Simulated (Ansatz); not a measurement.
# HNOSi₂: what the fields show

| atom | x (Å) | y (Å) | z (Å) |
| --- | --- | --- | --- |
| N | -0.2447 | -0.0521 | 1.1094 |
| O | 0.3461 | -1.0231 | -0.9904 |
| Si | -0.9195 | -1.4018 | 0.1432 |
| Si | 1.0399 | 0.2957 | -0.0910 |
| H | -0.4980 | 0.3647 | 2.0103 |

Geometry: BLYP-D3(BJ)/def2-SVP.

Computed with Ansatz, isolated molecule in a Gaussian basis; Kohn-Sham density functional theory, functional PBE0.

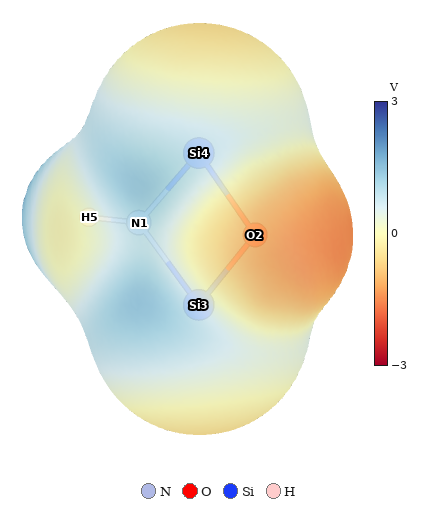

Figure 1. The molecular electrostatic potential painted on the density surface at 0.002 e/bohr³, seen at a tilt; red is negative and blue positive.

**Where is the surface potential most negative and most positive?**

The most negative region (about −1.5 V) lies over O2, the most positive (about +2.1 V) over H5. O2 is the likeliest acceptor of a hydrogen bond.

**What dipole moment does the calculation give?**

Its dipole moment is 2.18 D.

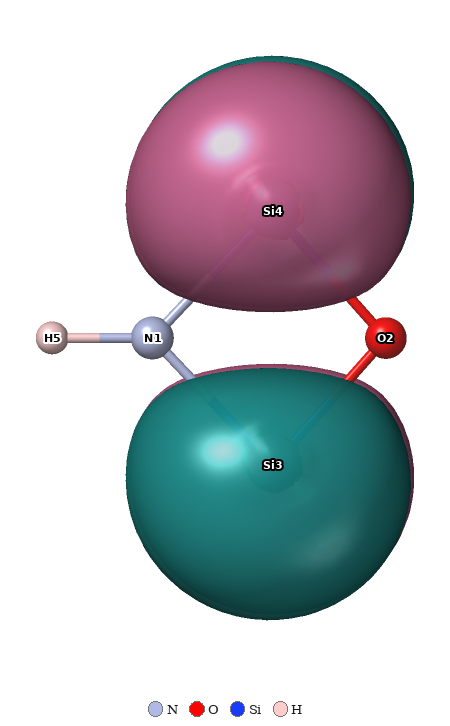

Figure 2. The LUMO at ±0.08 Å⁻³ᐟ² (teal and pink are the two phases), seen across its widest extent.

**What is the character of this orbital?**

It lies mainly on Si4 (about 45 %) and Si3 (about 45 %); it changes sign across the molecular plane (π type). Its energy is −2.28 eV.

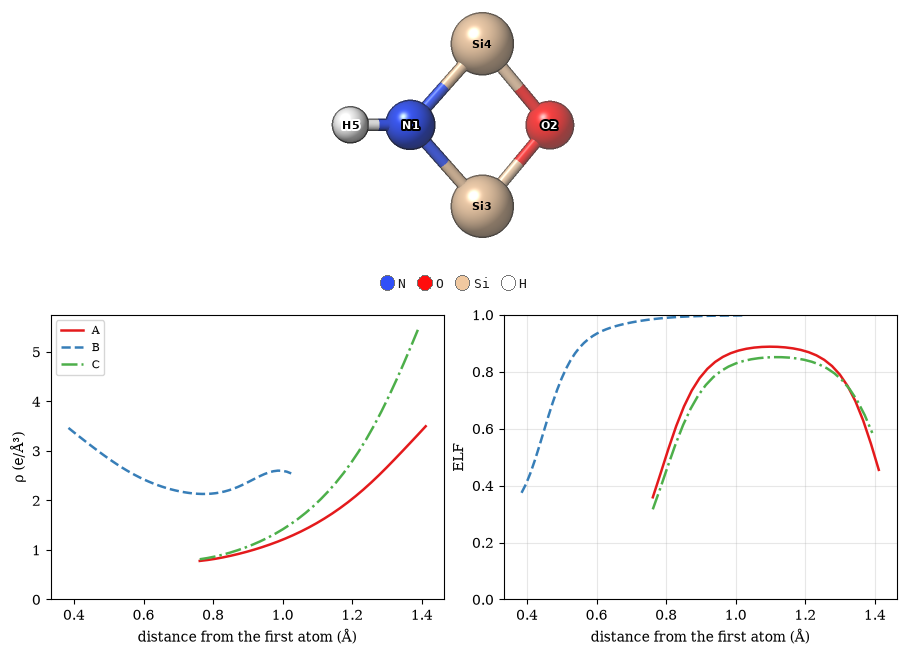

Figure 3. Electron density and ELF along straight lines between neighbouring atoms. The curves leave out the atomic cores. The structure is drawn too.

**Which curve belongs to which contact (N–H, Si–N and Si–O)? The first atom named is at distance zero.**

Curve A: Si–N (1.79 Å): ρ is about 0.96 e/Å³ halfway; the ELF peaks at about 0.90 between the atoms; a polar covalent bond. Curve B: N–H (1.02 Å): ρ at the midpoint is about 2.8 e/Å³; the ELF climbs to about 1 towards the hydrogen, as it does in any bond to H: an ordinary covalent bond to hydrogen. Curve C: Si–O (1.74 Å): the density is about 0.99 e/Å³ at the midpoint; the ELF peaks at about 0.85 between the atoms; a shared but strongly polarised pair.

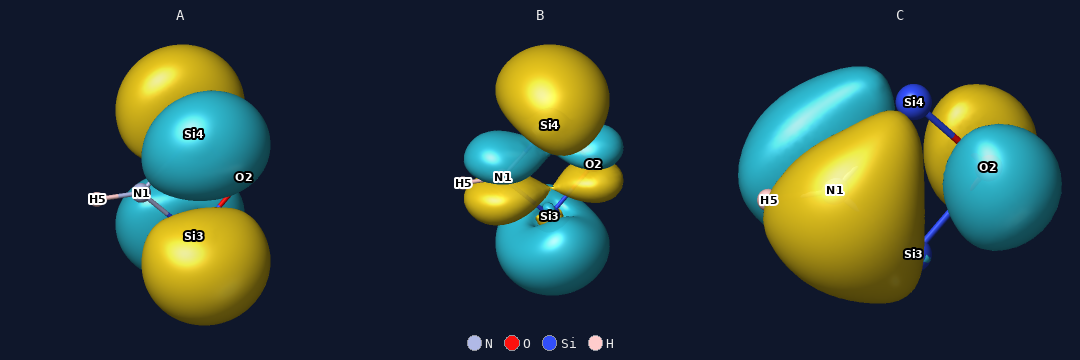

Figure 4. Three frontier orbitals at ±0.08 Å⁻³ᐟ² (yellow and cyan are the two phases), in no order.

**Which picture is the HOMO−1, the HOMO and the LUMO?**

C is the HOMO−1 (−8.20 eV). It lies mainly on N1 (about 50 %) and O2 (about 25 %); it changes sign across the molecular plane (π type); π-antibonding (a node) across O2–Si3 and O2–Si4. B is the HOMO (−6.48 eV). By Hirshfeld shares it lies mainly on Si4 (about 35 %), Si3 (about 35 %), N1 (about 15 %) and O2 (about 10 %); it is symmetric in the molecular plane (an in-plane orbital: σ, lone-pair or in-plane π type). A is the LUMO (−2.28 eV). It lies mainly on Si4 (about 45 %) and Si3 (about 45 %); it changes sign across the molecular plane (π type).

**What is the HOMO–LUMO gap?**

4.20 eV between the orbital energies.
